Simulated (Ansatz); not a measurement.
One crystal and one scan (energy against volume) at two levels, PBE (plane waves to 420 eV, PAW, scalar-relativistic; Ansatz, a quantum-chemistry and plane-wave program) and r2SCAN (plane waves to 500 eV, PAW, scalar-relativistic; Ansatz), each from its own relaxed cell and on its own mesh. The cell shown is that of PBE.

TiO2 (anatase)

```
TiO2
1.0
   -1.89921     1.89921     4.85192
    1.89921    -1.89921     4.85192
    1.89921     1.89921    -4.85192
Ti O
2 4
Direct
  0.50000   0.50000   0.00000
  0.25000   0.75000   0.50000
  0.29360   0.29360   0.00000
  0.04360   0.54360   0.50000
  0.45640   0.95640   0.50000
  0.70640   0.70640   0.00000
```

E(V) scan at fixed shape, V₀ the volume above. The atoms relax within the cell's symmetry.

The energy includes the smearing's −TS. The PAW data are Ansatz's earlier set. TiO2 is run without spin polarisation. TiO2 was relaxed with its symmetry unable to fall. With the shape held, the modulus is that of even scaling; a crystal free to change shape is softer. Percentages come from the unrounded values. Both scans cover V/V₀ from 0.840 to 1.160.

| quantity | PBE | r2SCAN | PBE − r2SCAN |
|---|---|---|---|
| Lattice constant a (Å) | 3.798 | 3.778 | +0.020 (+0.5 %) |
| Lattice constant c (Å) | 9.704 | 9.589 | +0.115 (+1.2 %) |
| Relaxed volume (Å³/atom) | 11.67 | 11.41 | +0.26 (+2.3 %) |
| Band gap of the relaxed cell, no spin-orbit coupling (eV) | 2.13 | 2.53 | -0.40 (-16 %) |
| Pressure at the smallest volume (GPa) | 48.3 | 52.8 | -4.5 (-8.5 %) |
| Energy cost of the largest compression (meV/atom) | 241.0 | 258.0 | -17.0 (-6.6 %) |
| Energy cost of the largest expansion (meV/atom) | 133.0 | 143.5 | -10.5 (-7.4 %) |
| Bulk modulus at fixed cell shape B₀ (third-order Birch-Murnaghan fit) (GPa) | 187.6 | 206.4 | -18.8 (-9.1 %) |
| Pressure derivative B₀′ (fit) | 4.5 | 4.4 | +0.1 (+2 %) |
| Pressure for 5 % compression (fit) (GPa) | 10.8 | 11.9 | -1.1 (-9 %) |

PBE gives the higher value for: lattice constant a; lattice constant c; relaxed volume. PBE gives the lower value for: band gap of the relaxed cell, no spin-orbit coupling; pressure at the smallest volume; energy cost of the largest compression; energy cost of the largest expansion; bulk modulus at fixed cell shape B₀; pressure for 5 % compression.

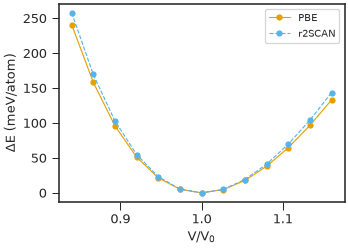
Figure. ΔE, each from the relaxed starting cell of its own level.

(Under strain, the slope of the energy per volume gives the stress and its curvature an elastic modulus.)
